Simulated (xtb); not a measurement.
# Geometry relaxation of C4H6N (part 4 of 4)

Continued. System: C4H6N, multiplicity 2, SMILES N=C[C]1CC1. Method: GFN2-xTB (xtb 6.7.1). 

Geometry of the input (Å):
```
N  0.0425  2.0770  -0.9144
C  -0.4486  1.3518  -0.1797
C  -0.0764  0.0331  0.1074
C  -0.2477  -1.3017  0.5919
C  0.9007  -1.1645  -0.2639
H  -0.2936  3.0352  -0.9196
H  -1.4138  1.6813  0.4261
H  -1.0508  -1.8907  0.3929
H  0.0227  -1.4147  1.7502
H  1.9456  -0.8772  0.2652
H  0.9316  -1.4881  -1.1947
```

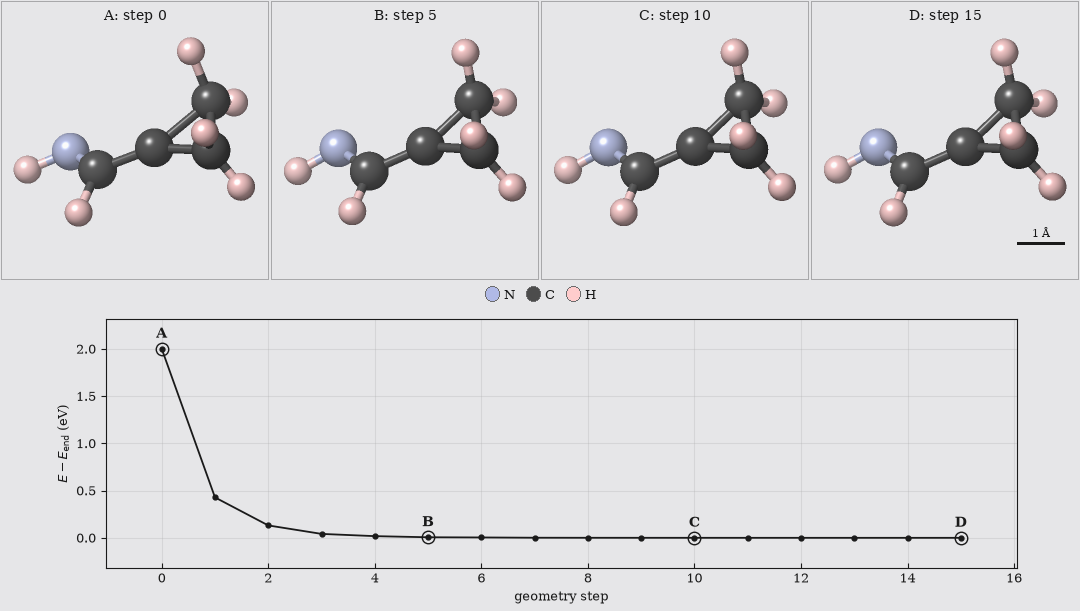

Frames of the relaxation (ball-and-stick view, seen at a tilt) above the curves, on which the letters mark them (steps are counted from 0).

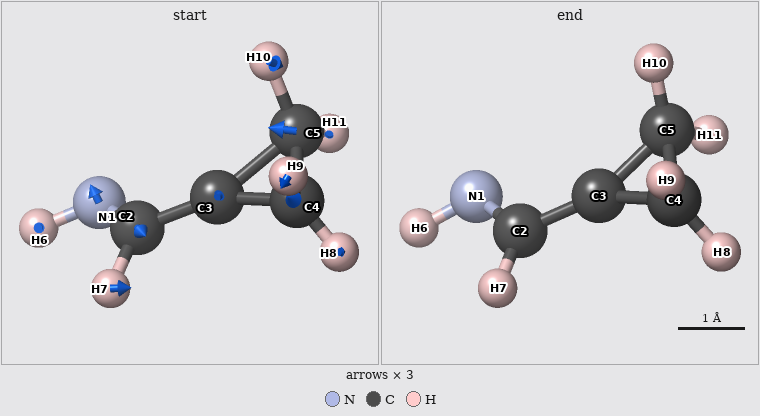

Before (left) and after (right) the relaxation, at one scale (ball-and-stick view, seen at a tilt). The blue arrows give the displacements, magnified 3 times. C5 moves most after the best rigid fit: 0.15 Å. By element the largest moves are C 0.15 Å, H 0.11 Å, N 0.10 Å. Among the contacts that change: N1–C2 1.143 → 1.300 Å, C3–C5 1.590 → 1.455 Å, C5–H10 1.206 → 1.082 Å, C4–H9 1.195 → 1.083 Å. Among the angles that change: C3–C5–H10 104.5° → 118.9°, C3–C4–C5 67.3° → 58.5°, C2–C3–C4 156.4° → 148.1°. The energy falls by 2.001 eV in 15 geometry steps. (Atoms are counted from 1 in the order of the input.)

### Results in brief

| quantity | value |
| --- | --- |
| outcome | converged |
| electrons treated | 27 |
| total energy | −14.410991 hartree |
| dispersion energy | −0.005257 hartree |
| basis functions | 26 |
| dipole moment | 2.34 D |
| hardware | 1 thread of Intel Xeon @ 2.70GHz, 189 GiB of memory available, shared host |
| peak memory | 0.071 GiB |

Settings chosen away from the usual ones: method = gfn2-xtb; task = optimise; x = {"model_hessian": "swart"}; opt_level = tight; partner = base. The record of the run, not the program, notes: no spin polarisation: high-spin states lie too high.
